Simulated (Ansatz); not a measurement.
## Frequency calculation of C$_{2}$H$_{5}$Si

- system: C$_{2}$H$_{5}$Si, multiplicity 2
- method: HF/STO-3G, UHF (Ansatz 0.2.0)

The geometry was optimised with HF/STO-3G. Figures and captions count atoms from 1; the log counts them from 0 in places.

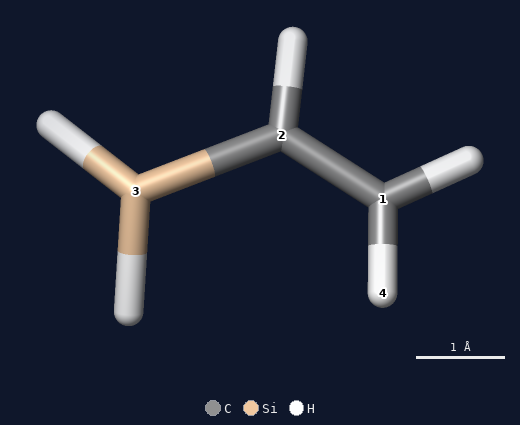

Fig. 1: The structure (stick view, seen on its broad side; atoms are numbered from 1 in the order of the input). Bond lengths as drawn: C–C 1.37 Å, C–H 1.08 Å, C–Si 1.82 Å and H–Si 1.43 Å.

## Input file
```yaml
crystal:
  periodic: [false, false, false]
  atoms:
    - {symbol: C, position_ang: [-0.396025, 0.948182, -0.885111]}
    - {symbol: C, position_ang: [-0.346463, 0.296463, 0.320795]}
    - {symbol: Si, position_ang: [0.927231, -0.905975, 0.809600]}
    - {symbol: H, position_ang: [0.296352, 0.727899, -1.687762]}
    - {symbol: H, position_ang: [-1.139477, 1.703939, -1.104869]}
    - {symbol: H, position_ang: [-1.069786, 0.610495, 1.064678]}
    - {symbol: H, position_ang: [1.418628, -1.606353, -0.330454]}
    - {symbol: H, position_ang: [0.401641, -1.831849, 1.757323]}
basis:
  gaussian:
    orbitals: STO-3G
phonons:
  temperatures: {t_min: 298.15, t_max: 298.15, t_step: 1}
magnetization:
  spin_polarized: true
  initial_magnetization: 1
hamiltonian:
  xc: hf
```

Machine: 1 thread of AMD EPYC (Zen 5), 16 GiB of memory available, shared host.

Launch command:
```bash
ansatz run input.yaml --threads 1 --pin off --max-ram 3480MiB --events-out events.jsonl --progress --plain --runs-dir runs
```

## Output
```
Functional definition: HF
  name "HF"
  exchange = exact_x
  correlation = 0
330 factors; integrals over basis functions are off by at most 1.2e-5 eV
mean field evaluation 1: about -9882.8025 eV, gradient 8.3e0 eV
mean field evaluation 2: about -9882.8496 eV, gradient 8.2e0 eV
mean field evaluation 4: about -9883.8540 eV, gradient 1.5e0 eV
mean field evaluation 8: about -9884.2038 eV, gradient 4.2e-1 eV
mean field evaluation 16: about -9884.2078 eV, gradient 2.1e-5 eV
mean field -9884.20784696 eV, -363.2379386190 hartree, gradient 2.1e-5 eV, S^2 1.127821; 0 other end points of the search recorded, 0 dependent functions left out
the calculation of the forces begins
reference -9884.20784696 eV, -363.2379386190 hartree; 16, 15 occupied and 8, 9 virtual orbitals, 330 factors
these checks for a lower state are left out or cut short: stability, starts, cluster_reference, orbital_swaps, neighbouring_geometries, increment
330 factors; integrals over basis functions are off by at most 1.3e-5 eV
mean field -9884.20767183 eV, -363.2379321832 hartree, gradient 2.3e-6 eV, S^2 1.127672; 0 other end points of the search recorded, 0 dependent functions left out
[... from here on the field's lines of each further geometry are left out, up to the last ...]
the calculation of the forces begins
reference -9884.20780164 eV, -363.2379369537 hartree; 16, 15 occupied and 8, 9 virtual orbitals, 330 factors
these checks for a lower state are left out or cut short: stability, starts, cluster_reference, orbital_swaps, neighbouring_geometries, increment
330 factors; integrals over basis functions are off by at most 1.2e-5 eV
mean field evaluation 352: about -9884.2078 eV, gradient 2.3e-6 eV
mean field -9884.20780279 eV, -363.2379369958 hartree, gradient 2.3e-6 eV, S^2 1.127834; 0 other end points of the search recorded, 0 dependent functions left out
the calculation of the forces begins
reference -9884.20780279 eV, -363.2379369958 hartree; 16, 15 occupied and 8, 9 virtual orbitals, 330 factors
Total energy: -9884.20784696 eV, -363.2379386190 hartree
Atom 0 at    -0.396025     0.948182    -0.885111 Å, force    -0.000272     0.000097    -0.000136 eV/Å
Atom 1 at    -0.346463     0.296463     0.320795 Å, force    -0.000288    -0.000244     0.000341 eV/Å
Atom 2 at     0.927231    -0.905975     0.809600 Å, force     0.000297     0.000587     0.000386 eV/Å
Atom 3 at     0.296352     0.727899    -1.687762 Å, force     0.000102    -0.000000    -0.000121 eV/Å
Atom 4 at    -1.139477     1.703939    -1.104869 Å, force     0.000260    -0.000075     0.000084 eV/Å
Atom 5 at    -1.069786     0.610495     1.064678 Å, force     0.000190    -0.000153    -0.000121 eV/Å
Atom 6 at     1.418628    -1.606353    -0.330454 Å, force    -0.000145    -0.000236    -0.000190 eV/Å
Atom 7 at     0.401641    -1.831849     1.757323 Å, force    -0.000145     0.000025    -0.000244 eV/Å
Dipole moment:     0.142311     0.051264     0.102010 e Å
Vibrations: 254.09 335.78 508.81 767.86 823.03 870.13 897.20 1051.31 1183.38 1205.32 1353.18 1582.44 1779.64 2844.15 2890.52 3626.13 3668.54 3786.03 cm⁻¹, zero-point energy 1.824275 eV
```

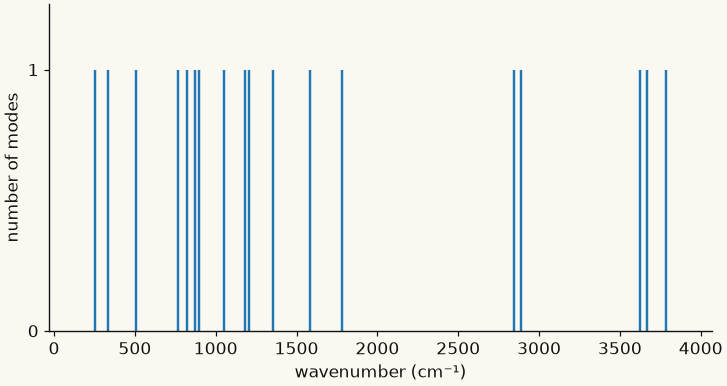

Fig. 2: Harmonic vibrational wavenumbers from the force constants; neighbouring modes closer than 16 cm⁻¹ are counted in one stick. 18 modes from 254 to 3786 cm⁻¹, none imaginary.

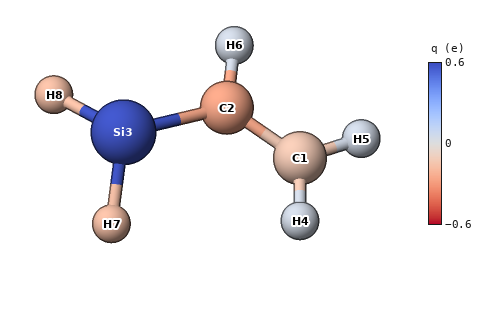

Fig. 3: Mulliken charges, as the colour of each atom (ball-and-stick view, seen at a tilt; atoms are numbered from 1 in the order of the input; Mulliken charges depend strongly on the basis). By element: C −0.25 to −0.13, Si +0.57 and H −0.16 to +0.05 e.

## Key numbers

```json
{"quantity": "outcome", "value": "converged"}
{"quantity": "total energy", "value": "−363.237939 hartree"}
{"quantity": "basis functions", "value": "24"}
{"quantity": "largest force", "value": "0.001 eV/Å"}
{"quantity": "⟨S²⟩", "value": "1.128"}
{"quantity": "zero-point energy", "value": "0.067041 hartree"}
{"quantity": "dipole moment", "value": "0.88 D"}
{"quantity": "wavenumbers, lowest and highest", "value": "254 and 3786 cm⁻¹"}
{"quantity": "wall time", "value": "6 s"}
{"quantity": "peak memory", "value": "0.09 GiB"}
```

⟨S²⟩ is 1.13 against 0.75 for a pure state: the solution is spin-contaminated.
